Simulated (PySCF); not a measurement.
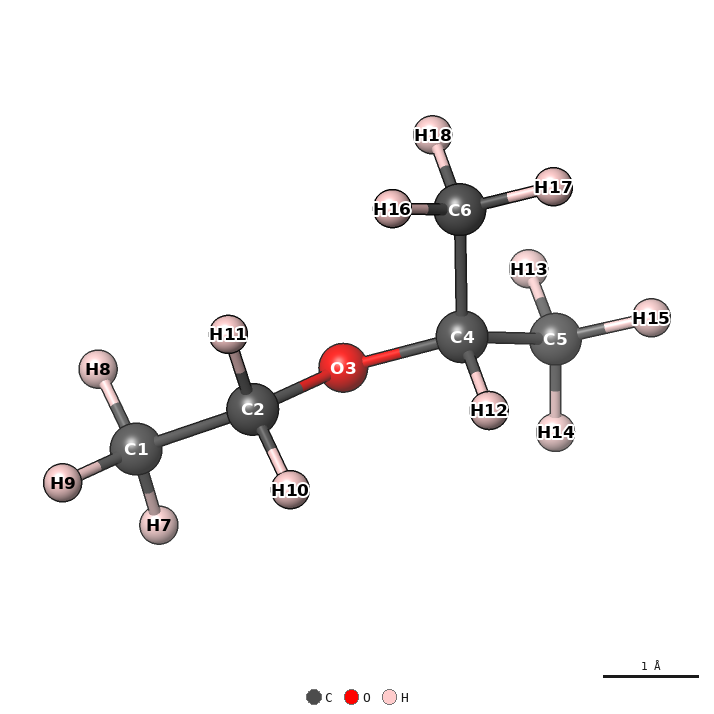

Orthographic view. Depth is shown by fading: the farther an atom, the more it takes the colour of the background. The geometry was computed by an optimisation with PBE0-D3(BJ)/def2-SVP. No frequency run is at hand to confirm it as a minimum.

Write a MOL file (V2000) with the atoms in numerical order, bonds sorted by atom number with the orders drawn, and coordinates in the frame of the picture: x right, y up, z towards the viewer, origin at the mean position.

```
C5H12O
                    3D

 18 17  0  0  0  0  0  0  0  0999 V2000
   -2.4700   -1.0700   -0.3000 C   0  0  0  0  0  0  0  0  0  0  0  0
   -1.2400   -0.6500    0.4600 C   0  0  0  0  0  0  0  0  0  0  0  0
   -0.2800   -0.2000   -0.4500 O   0  0  0  0  0  0  0  0  0  0  0  0
    0.9800    0.1200    0.0900 C   0  0  0  0  0  0  0  0  0  0  0  0
    1.9700    0.1000   -1.0600 C   0  0  0  0  0  0  0  0  0  0  0  0
    0.9600    1.4700    0.8000 C   0  0  0  0  0  0  0  0  0  0  0  0
   -2.2300   -1.8700   -1.0000 H   0  0  0  0  0  0  0  0  0  0  0  0
   -2.8800   -0.2200   -0.8700 H   0  0  0  0  0  0  0  0  0  0  0  0
   -3.2500   -1.4200    0.3900 H   0  0  0  0  0  0  0  0  0  0  0  0
   -0.8400   -1.5000    1.0600 H   0  0  0  0  0  0  0  0  0  0  0  0
   -1.5000    0.1500    1.1900 H   0  0  0  0  0  0  0  0  0  0  0  0
    1.2700   -0.6600    0.8300 H   0  0  0  0  0  0  0  0  0  0  0  0
    1.6900    0.8500   -1.8200 H   0  0  0  0  0  0  0  0  0  0  0  0
    1.9700   -0.8900   -1.5400 H   0  0  0  0  0  0  0  0  0  0  0  0
    2.9900    0.3300   -0.7100 H   0  0  0  0  0  0  0  0  0  0  0  0
    0.2400    1.4800    1.6300 H   0  0  0  0  0  0  0  0  0  0  0  0
    1.9500    1.7200    1.2100 H   0  0  0  0  0  0  0  0  0  0  0  0
    0.6700    2.2600    0.0900 H   0  0  0  0  0  0  0  0  0  0  0  0
  1  2  1  0
  1  7  1  0
  1  8  1  0
  1  9  1  0
  2  3  1  0
  2 10  1  0
  2 11  1  0
  3  4  1  0
  4  5  1  0
  4  6  1  0
  4 12  1  0
  5 13  1  0
  5 14  1  0
  5 15  1  0
  6 16  1  0
  6 17  1  0
  6 18  1  0
M  END
```
